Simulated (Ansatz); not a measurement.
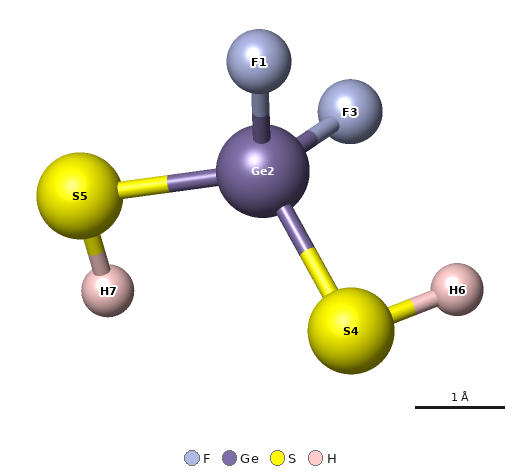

*The input geometry (ball-and-stick view, seen at a tilt; atoms are numbered from 1 in the order of the input). Sticks mark near contacts.*

# Run report: GeH2S2F2, single-point calculation

System: GeH2S2F2, SMILES [F][Ge]([F])([SH])[SH].
Method: RHF-CCSD(T), frozen core/def2-TZVPP (Ansatz 0.2.0).

The geometry comes from this level: PBE0-D4/def2-TZVP.

**The input**
```yaml
crystal:
  periodic: [false, false, false]
  atoms:
    - {symbol: F, position_ang: [1.043795, -1.520551, 1.071062]}
    - {symbol: Ge, position_ang: [0.210712, -0.388157, 0.080465]}
    - {symbol: F, position_ang: [-0.990809, -1.350665, -0.695574]}
    - {symbol: S, position_ang: [-0.844107, 1.137551, 1.236381]}
    - {symbol: S, position_ang: [1.714279, 0.386174, -1.296829]}
    - {symbol: H, position_ang: [-1.936528, 0.359003, 1.340181]}
    - {symbol: H, position_ang: [0.863958, 1.308546, -1.781385]}
basis:
  gaussian: {orbitals: def2-TZVPP}
correlation: {method: ccsd_t}
output: {orbitals: {seedname: orbitals}}
```

Run on 4 CPU threads, shared host.

**What the program printed**
```
Functional definition: HF
  name "HF"
  cite "Fock, Z. Phys. 61, 126 (1930) doi:10.1007/BF01340294"
  parent pbe
  exchange = exact_x
  correlation = 0
1369 factors; integrals over basis functions are off by at most 8.6e-4 eV
mean field evaluation 1: about -83555.2653 eV, gradient 4.2e1 eV
mean field evaluation 2: about -83555.4689 eV, gradient 4.2e1 eV
mean field evaluation 4: about -83558.8393 eV, gradient 3.2e0 eV
mean field evaluation 8: about -83558.9067 eV, gradient 4.0e-1 eV
mean field evaluation 16: about -83558.9075 eV, gradient 2.1e-6 eV
mean field -83558.90746917 eV, -3070.7332112302 hartree, gradient 2.1e-6 eV, S^2 0.000000; 0 other end points of the search recorded, 0 dependent functions left out
21 core orbitals not correlated: weight in the atoms' cores, before any rotation towards them, 1.000 or more for the frozen orbitals, at most 0.000 for the correlated occupied ones
reference -83558.90746917 eV, -3070.7332112302 hartree; 21, 21 occupied and 180, 180 virtual orbitals, 1369 factors
second order -29.85173223 eV of doubles, -0.00000000 eV of singles
cycle   1  -29.75341949 eV  change    9.8e-2 eV  update   1.2e-1
cycle   2  -30.46942756 eV  change   -7.2e-1 eV  update   3.7e-2
cycle   3  -30.62549107 eV  change   -1.6e-1 eV  update   1.9e-2
cycle   4  -30.60881296 eV  change    1.7e-2 eV  update   4.1e-3
cycle   5  -30.60467052 eV  change    4.1e-3 eV  update   1.6e-3
cycle   6  -30.60542932 eV  change   -7.6e-4 eV  update   4.7e-4
cycle   7  -30.60514402 eV  change    2.9e-4 eV  update   1.7e-4
cycle   8  -30.60501943 eV  change    1.2e-4 eV  update   5.3e-5
cycle   9  -30.60503880 eV  change   -1.9e-5 eV  update   2.0e-5
perturbative correction -1.16581444 eV, -0.0428428905 hartree
Total energy: -83590.67832241 eV, -3071.9007685519 hartree
```

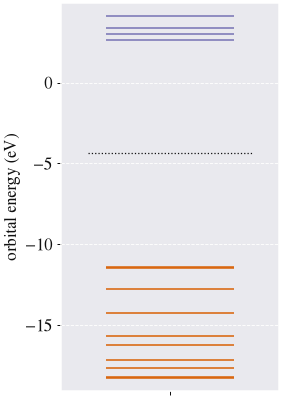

*Orbital energies near the frontier; the dotted line parts filled from empty levels, and levels within 0.02 eV of each other stand side by side.*

Highest filled −11.38 eV, lowest empty 2.63 eV, 14.01 eV apart.

**Key numbers**

- outcome: converged
- total energy: −83590.6783 eV
- mean-field energy: −83558.9075 eV
- CCSD correlation: −30.6050 eV
- (T) correction: −1.1658 eV
- T1 diagnostic: 0.012
- SCF solution under orbital rotations: stable
- HOMO: −11.38 eV
- LUMO: 2.63 eV
- wall time: 1.8 min (CPU time 6.7 min)
- peak memory: 3.5 GiB
